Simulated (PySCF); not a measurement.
# One shape, several levels: GaBH3SCl (SMILES B[S][GaH][Cl])

Wanted: a comparison of 6 runs (HF/STO-3G, HF/def2-SVP, B3LYP/6-31G*, PBE0/def2-SVP, TPSSh/def2-SVP, CCSD(T)/aug-cc-pVDZ) of GaBH3SCl. Input form: a Python script.

The results are computed with PySCF 2.14.0.

1 further run of the same task is left out (it didn't finish).

### 1 Starting point

GaBH3SCl: 7 atoms, total charge 0, spin state singlet. As SMILES, `B[S][GaH][Cl]`. Geometry: a GFN2-xTB relaxation, a rough one for these elements and not checked as a minimum. This is one conformer, not always the lowest.

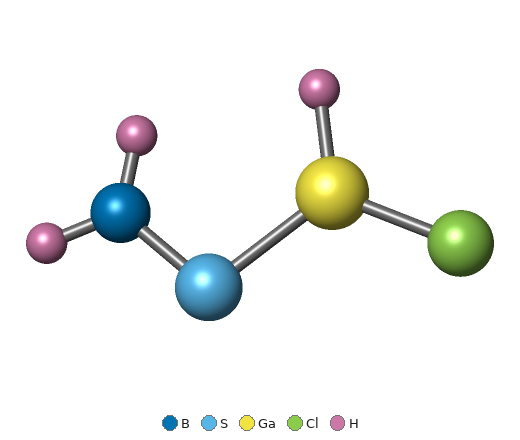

Viewed from a chosen angle; boron blue, sulfur blue, gallium yellow, chlorine green, hydrogen pink.

### 2 Energy and gradient at HF/STO-3G (run 1)

calc.py

```python
import pyscf.grad
from pyscf import gto

mol = gto.Mole()
mol.atom = '''
B     -1.340912     2.683808     0.861224
S     -2.497103    -0.323672     0.054764
Ga     1.118434    -2.438370    -0.781874
Cl     0.963760    -6.223095    -1.845941
H      0.841552     3.096902     0.836997
H     -2.820416     4.222045     1.407695
H      3.734666    -1.017618    -0.532865
'''
mol.verbose = 4
mol.unit = 'bohr'
mol.charge = 0
mol.max_memory = 1860
mol.basis = 'sto-3g'
mol.spin = 0
mol.build()

myscf = mol.RHF()
myscf.conv_tol = 1e-10
myscf.kernel()
if not myscf.converged:
    myscf = myscf.newton().run(myscf.mo_coeff, myscf.mo_occ)

etot = myscf.e_tot
print('E(%s) = %.9f' % ('HF', etot))
grad = myscf.Gradients().kernel()
dip = myscf.dip_moment()
pop, q = myscf.mulliken_pop()
```

Started as:

```console
$ OMP_NUM_THREADS=1 python calc.py
```

Standard output:

```text
PySCF version 2.14.0

[... 69 lines left out ...]
converged SCF energy = -2774.8714409381
[... 14 lines left out ...]
Dipole moment(X, Y, Z, Debye):  0.52451,  1.78060,  0.46382
[... 52 lines left out ...]
charge of    6H =     -0.08099
```

Run time: 4.5 s. Hardware: 1 thread of Intel Xeon at 2.50GHz (Skylake/Cascade Lake), shared host; peak memory 0.12 GiB.

### 3 Energy and gradient at HF/def2-SVP (run 2)

job.py

```python
import pyscf.grad
from pyscf import gto, scf

molecule = gto.M(
    atom=[
    ('B', (-0.709580, 1.420210, 0.455740)),
    ('S', (-1.321410, -0.171280, 0.028980)),
    ('Ga', (0.591850, -1.290330, -0.413750)),
    ('Cl', (0.510000, -3.293120, -0.976830)),
    ('H', (0.445330, 1.638810, 0.442920)),
    ('H', (-1.492500, 2.234210, 0.744920)),
    ('H', (1.976300, -0.538500, -0.281980)),
],
    spin=0,
    max_memory=1860,
    verbose=3,
    charge=0,
    basis='def2-svp',
)

myscf = scf.RHF(molecule)
myscf.conv_tol = 1e-10
myscf.kernel()
if not myscf.converged:
    myscf = myscf.newton().run(myscf.mo_coeff, myscf.mo_occ)

etot = myscf.e_tot
print('E = %.10f Eh' % etot)
grad = myscf.Gradients().kernel()
dip = myscf.dip_moment()
pop, q = myscf.mulliken_pop()
```

Started as:

```console
$ OMP_NUM_THREADS=1 python job.py
```

Standard output:

```text
converged SCF energy = -2806.27605848781
[... 11 lines left out ...]
Dipole moment(X, Y, Z, Debye):  1.16896,  0.84051,  0.15337
[... 105 lines left out ...]
charge of    6H =     -0.15864
```

It took 22 s on 1 thread of Intel Xeon at 2.50GHz (Skylake/Cascade Lake), shared host; peak memory 0.2 GiB.

Run 3 isn't shown in full; the table further down has it.

### 4 Energy and forces at PBE0/def2-SVP (run 4)

calc.py

```python
from pyscf import gto, dft

mol = gto.M(
    atom=[
    ('B', (-0.709580, 1.420210, 0.455740)),
    ('S', (-1.321410, -0.171280, 0.028980)),
    ('Ga', (0.591850, -1.290330, -0.413750)),
    ('Cl', (0.510000, -3.293120, -0.976830)),
    ('H', (0.445330, 1.638810, 0.442920)),
    ('H', (-1.492500, 2.234210, 0.744920)),
    ('H', (1.976300, -0.538500, -0.281980)),
],
    max_memory=1860,
    basis='def2-svp',
    verbose=4,
)

mf = dft.RKS(mol, xc='pbe0')
mf.conv_tol = 1e-10
mf.grids.level = 5
mf.kernel()
if not mf.converged:
    mf = mf.newton().run(mf.mo_coeff, mf.mo_occ)

energy = mf.e_tot
print('E = %.10f Eh' % energy)
grad = mf.nuc_grad_method().kernel()
dip = mf.dip_moment()
pop, q = mf.mulliken_pop()
```

Started as:

```console
$ OMP_NUM_THREADS=1 python calc.py
```

Standard output:

```text
PySCF version 2.14.0

[... 74 lines left out ...]
converged SCF energy = -2808.87353569232
[... 15 lines left out ...]
Dipole moment(X, Y, Z, Debye):  0.99435,  0.43774,  0.05073
[... 105 lines left out ...]
charge of    6H =     -0.08028
```

It took 57 s on 1 thread of Intel Xeon at 2.50GHz (Skylake/Cascade Lake), shared host; peak memory 0.96 GiB.

Run 5 isn't shown in full; the table further down has it.

### 5 The energy at CCSD(T)/aug-cc-pVDZ (run 6)

input.py

```python
from pyscf import gto, scf, cc

system = gto.M(
    atom='''
B   -0.709580   1.420210   0.455740
S   -1.321410  -0.171280   0.028980
Ga   0.591850  -1.290330  -0.413750
Cl   0.510000  -3.293120  -0.976830
H    0.445330   1.638810   0.442920
H   -1.492500   2.234210   0.744920
H    1.976300  -0.538500  -0.281980
''',
    spin=0,
    max_memory=1860,
    verbose=4,
    charge=0,
    basis='aug-cc-pvdz',
)

mf = scf.RHF(system)
mf.conv_tol = 1e-10
mf.kernel()
if not mf.converged:
    mf = mf.newton().run(mf.mo_coeff, mf.mo_occ)

mycc = cc.CCSD(mf, frozen=20)
mycc.kernel()
e_t = mycc.ccsd_t()
energy = mycc.e_tot + e_t
print('Final energy', energy)
mf.analyze()
```

Started as:

```console
$ OMP_NUM_THREADS=1 python input.py
```

Standard output:

```text
PySCF version 2.14.0

[... 111 lines left out ...]
MO #10  energy= -8.02747446714494  occ= 2
[... 25 lines left out ...]
MO #36  energy= -0.404083240889885 occ= 2
[... 25 lines left out ...]
MO #62  energy= 0.243257071983254  occ= 0
[... 25 lines left out ...]
MO #88  energy= 0.572906224893051  occ= 0
[... 25 lines left out ...]
MO #114 energy= 1.23068812628811   occ= 0
[... 25 lines left out ...]
MO #140 energy= 2.72868982822959   occ= 0
[... 150 lines left out ...]
Dipole moment(X, Y, Z, Debye):  1.11299,  0.99185,  0.20115
```

Wall time 5.8 min (1 thread of Intel Xeon at 2.50GHz (Skylake/Cascade Lake), shared host); peak memory 2.3 GiB.

### 6 The series

```
run                               level  Cartesian functions  integration grid   energy (Eh)  dipole moment (D) of the reference  HOMO energy (eV)  LUMO energy (eV)  wall time
  1                           HF/STO-3G                   no                 –  -2774.871441                                1.91             -8.15              4.03      4.5 s
  2                         HF/def2-SVP                   no                 –  -2806.276058                                1.45            -10.94              1.26       22 s
  3  B3LYP/6-31G* (Cartesian functions)                  yes                 5  -2809.765215                                1.24             -7.98             -2.04       74 s
  4                       PBE0/def2-SVP                   no                 5  -2808.873536                                1.09             -8.19             -1.85       57 s
  5                      TPSSh/def2-SVP                   no                 5  -2809.483990                                1.04             -7.61             -2.21       79 s
  6                 CCSD(T)/aug-cc-pVDZ                   no                 –  -2807.316930                                1.50            -11.00              0.65    5.8 min
```

### 7 Outcome

| quantity | value |
| --- | --- |
| run 6: total energy | -2807.31693 Eh |
| run 6: dipole moment (Hartree–Fock density) | 1.50 D |
| run 6: HOMO energy (Hartree–Fock orbitals) | -11.00 eV |
| run 6: LUMO energy (Hartree–Fock orbitals) | 0.65 eV |
| run 6: HOMO–LUMO gap (Hartree–Fock orbitals) | 11.65 eV |
| run 6: correlation energy (20 core orbitals frozen) | -523.3 mEh |
| run 6: (T) correction | -17.79 mEh |
| run 6: T1 diagnostic | 0.012 |

Over runs 1, 2, 3, 4, 5 the dipole moment (its size) runs from 1.04 D (TPSSh/def2-SVP) to 1.91 D (HF/STO-3G). The two ends differ in method and basis. Over runs 1, 2, 3, 4, 5 the HOMO–LUMO gap runs from 5.39 eV (TPSSh/def2-SVP) to 12.19 eV (HF/def2-SVP). Exact exchange widens orbital gaps. Totals of different functionals can't be ranked against each other. In run 1 the basis is minimal, so the values are rough. All runs together took 9.7 min, the longest 5.8 min.
